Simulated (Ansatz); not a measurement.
**C2H2FNS: basis-set convergence**

Aim: see how fast density functionals converge with the basis set for C2H2FNS.

The runs use Ansatz 0.2.0, Gaussian basis; one geometry, several basis sets.

Levels to be run: PBE0-D4/def2-SVP; ωB97M-V/def2-SVP; PBE0-D4/def2-QZVPP; ωB97M-V/def2-QZVPP; the functionals' def2-TZVPP values are taken from earlier runs.

## Step 1: The geometry

An earlier PBE0-D4 in a triple-zeta def2 set relaxation fixed the geometry.

SMILES `FC1(S)C=N1`, 7 atoms, charge 0, spin multiplicity 1.

Atoms are counted from 1 here; the program's logs count them from 0.

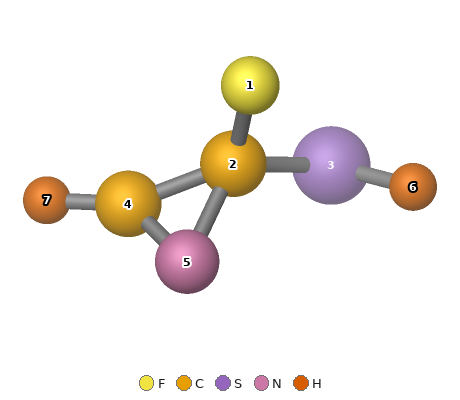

The structure; fluorine yellow, carbon amber, sulfur purple, nitrogen pink, hydrogen orange; atoms are numbered from 1 in the order of the file.

## Step 2: PBE0-D4 in def2-SVP

The input, in.yaml:

```yaml
crystal:
  periodic: [false, false, false]
  atoms:
    - {symbol: F, position_ang: [-0.920461, -1.323929, 0.173830]}
    - {symbol: C, position_ang: [-0.150031, -0.203723, 0.075852]}
    - {symbol: S, position_ang: [0.372932, 0.406454, 1.652142]}
    - {symbol: C, position_ang: [-0.273793, 0.595721, -1.092413]}
    - {symbol: N, position_ang: [0.718502, -0.178194, -1.112349]}
    - {symbol: H, position_ang: [1.081978, -0.688164, 1.979885]}
    - {symbol: H, position_ang: [-0.768027, 1.323737, -1.722645]}
basis:
  gaussian: {orbitals: def2-SVP}
hamiltonian: {xc: pbe0, dispersion: d4}
output: {orbitals: {seedname: orbitals}}
```

The run is started by

```bash
$ ansatz run in.yaml --threads 2 --pin off --events-out ev --progress --plain --max-ram 4352MiB
```

Output:

```text
Functional definition: PBE0
  name "PBE0"
  cite "Adamo & Barone, J. Chem. Phys. 110, 6158 (1999) doi:10.1063/1.478522"
  cite "Perdew, Burke & Ernzerhof, Phys. Rev. Lett. 77, 3865 (1996) doi:10.1103/PhysRevLett.77.3865"
  parent pbe
  parameter a = 0.25
  parameter kappa = 0.804
  parameter beta = 0.06672455060314922
  exchange = (1 - a)*pbe_x(kappa = kappa, mu = beta*pi^2/3) + a*exact_x
  correlation = pbe_c(beta = beta)
823 factors; integrals over basis functions are off by at most 1.4e-3 eV
mean field evaluation 1: about -17124.9747 eV, gradient 3.4e1 eV
mean field evaluation 2: about -17123.3735 eV, gradient 4.4e1 eV
mean field evaluation 4: about -17127.3617 eV, gradient 2.0e0 eV
mean field evaluation 8: about -17127.6028 eV, gradient 2.0e-1 eV
mean field evaluation 16: about -17127.6029 eV, gradient 7.0e-5 eV
mean field -17127.60291507 eV, -629.4277976227 hartree, gradient 1.4e-5 eV, S^2 0.000000; 0 other end points of the search recorded, 0 dependent functions left out
reference -17127.60293314 eV, -629.4277982865 hartree; 23, 23 occupied and 61, 61 virtual orbitals, 823 factors
Total energy: -17127.72987152 eV, -629.4324631862 hartree
```

It took 1.3 s on 2 threads of Arm Neoverse V1, shared host.

## Step 3: ωB97M-V in def2-SVP

Edit in.yaml of step 2 so:

```diff
@@ -12,3 +12,3 @@
   gaussian: {orbitals: def2-SVP}
-hamiltonian: {xc: pbe0, dispersion: d4}
+hamiltonian: {xc: {name: wB97M-V}}
 output: {orbitals: {seedname: orbitals}}
```

The command is unchanged.

Output, shortened:

```text
Functional definition: wB97M-V
  name "wB97M-V"
  cite "Mardirossian & Head-Gordon, J. Chem. Phys. 144, 214110 (2016) doi:10.1063/1.4952647"
  cite "Becke, J. Chem. Phys. 107, 8554 (1997) doi:10.1063/1.475007"
  cite "Vydrov & Van Voorhis, J. Chem. Phys. 133, 244103 (2010) doi:10.1063/1.3521275"
  # Of w^i u^j: cxij and so on, Table III.
[...]
  gx(w, u) = 1 - cx + cx01*u + cx10*w
  gss(w, u) = css00 + css04*u^4 + css10*w + css20*w^2 + css43*w^4*u^3
  gos(w, u) = cos00 + cos10*w + (cos20 + cos21*u)*w^2 + (cos60 + cos61*u)*w^6
[...]
      + integral(e_c_pw_mod_opposite_spin*gos(b97_w_opposite, b97_u_opposite)) + vv10(b, c)
823 factors; integrals over basis functions are off by at most 1.4e-3 eV
204 factors; integrals over basis functions are off by at most 5.8e-6 eV
[...]
mean field -17135.63306340 eV, -629.7229001306 hartree, gradient 7.5e-5 eV, S^2 0.000000; 0 other end points of the search recorded, 0 dependent functions left out
reference -17135.63309181 eV, -629.7229011748 hartree; 23, 23 occupied and 61, 61 virtual orbitals, 823 factors
Total energy: -17135.63309181 eV, -629.7229011748 hartree
```

Wall time 5.5 s (2 threads of Arm Neoverse V1, shared host).

## Step 4: PBE0-D4 in def2-QZVPP

Edit in.yaml of step 3 so:

```diff
@@ -11,4 +11,4 @@
 basis:
-  gaussian: {orbitals: def2-SVP}
-hamiltonian: {xc: {name: wB97M-V}}
+  gaussian: {orbitals: "def2-QZVPP.json"}
+hamiltonian: {xc: pbe0, dispersion: d4}
 output: {orbitals: {seedname: orbitals}}
```

Same command.

Output:

```text
Functional definition: PBE0
  name "PBE0"
  cite "Adamo & Barone, J. Chem. Phys. 110, 6158 (1999) doi:10.1063/1.478522"
  cite "Perdew, Burke & Ernzerhof, Phys. Rev. Lett. 77, 3865 (1996) doi:10.1103/PhysRevLett.77.3865"
  parent pbe
  parameter a = 0.25
  parameter kappa = 0.804
  parameter beta = 0.06672455060314922
  exchange = (1 - a)*pbe_x(kappa = kappa, mu = beta*pi^2/3) + a*exact_x
  correlation = pbe_c(beta = beta)
1196 factors; their error is unknown
mean field evaluation 1: about -17135.4261 eV, gradient 4.4e1 eV
mean field evaluation 2: about -17132.7173 eV, gradient 5.6e1 eV
mean field evaluation 4: about -17139.3699 eV, gradient 3.6e0 eV
mean field evaluation 8: about -17139.3935 eV, gradient 1.1e-1 eV
mean field evaluation 16: about -17139.4081 eV, gradient 3.8e-4 eV
mean field -17139.40808321 eV, -629.8616295499 hartree, gradient 8.6e-5 eV, S^2 0.000000; 0 other end points of the search recorded, 0 dependent functions left out
reference -17139.40811350 eV, -629.8616306631 hartree; 23, 23 occupied and 335, 335 virtual orbitals, 1196 factors
Total energy: -17139.53505189 eV, -629.8662955627 hartree
```

It took 8 s on 2 threads of Arm Neoverse V1, shared host; peak memory 0.93 GiB.

## Step 5: ωB97M-V in def2-QZVPP

Edit in.yaml of step 4 so:

```diff
@@ -12,3 +12,3 @@
   gaussian: {orbitals: "def2-QZVPP.json"}
-hamiltonian: {xc: pbe0, dispersion: d4}
+hamiltonian: {xc: {name: wB97M-V}}
 output: {orbitals: {seedname: orbitals}}
```

Launched as before.

Output, shortened:

```text
Functional definition: wB97M-V
  name "wB97M-V"
  cite "Mardirossian & Head-Gordon, J. Chem. Phys. 144, 214110 (2016) doi:10.1063/1.4952647"
  cite "Becke, J. Chem. Phys. 107, 8554 (1997) doi:10.1063/1.475007"
  cite "Vydrov & Van Voorhis, J. Chem. Phys. 133, 244103 (2010) doi:10.1063/1.3521275"
  # Of w^i u^j: cxij and so on, Table III.
[...]
  gx(w, u) = 1 - cx + cx01*u + cx10*w
  gss(w, u) = css00 + css04*u^4 + css10*w + css20*w^2 + css43*w^4*u^3
  gos(w, u) = cos00 + cos10*w + (cos20 + cos21*u)*w^2 + (cos60 + cos61*u)*w^6
[...]
      + integral(e_c_pw_mod_opposite_spin*gos(b97_w_opposite, b97_u_opposite)) + vv10(b, c)
1168 factors; their error is unknown
248 factors; integrals over basis functions are off by at most 1.3e-5 eV
[...]
mean field -17147.57454618 eV, -630.1617415288 hartree, gradient 6.9e-5 eV, S^2 0.000000; 0 other end points of the search recorded, 0 dependent functions left out
reference -17147.57459344 eV, -630.1617432655 hartree; 23, 23 occupied and 335, 335 virtual orbitals, 1168 factors
Total energy: -17147.57459344 eV, -630.1617432655 hartree
```

It took 19 s on 2 threads of Arm Neoverse V1, shared host; peak memory 1.1 GiB.

## Step 6: Functionals by basis

The def2-TZVPP values come from earlier runs at the same geometry.

```tsv
functional	basis	functions	energy (eV)	from the largest (eV)	HOMO (eV)	LUMO (eV)
PBE0-D4	def2-SVP	84	-17127.7299	11.805	-7.42	-1.16
PBE0-D4	def2-TZVPP	194	-17138.8729	0.662	-7.54	-1.36
PBE0-D4	def2-QZVPP	358	-17139.5351	0.000	-7.59	-1.44
ωB97M-V	def2-SVP	84	-17135.6331	11.942	-9.63	1.31
ωB97M-V	def2-TZVPP	194	-17146.9491	0.625	-9.78	0.97
ωB97M-V	def2-QZVPP	358	-17147.5746	0.000	-9.83	0.83
```

## Step 7: Results

| quantity | value |
| --- | --- |
| PBE0-D4: double and triple zeta above quadruple | 11.81, 0.66 eV |
| ωB97M-V: double and triple zeta above quadruple | 11.94, 0.63 eV |

In words: For PBE0-D4 the step from double to triple zeta gains 11.14 eV and the next only 0.66 eV. Total energies overstate the basis error of differences, where much of it tends to cancel.

For PBE0-D4 the largest set took about 6 times as long as the smallest (8 s against 1.3 s).
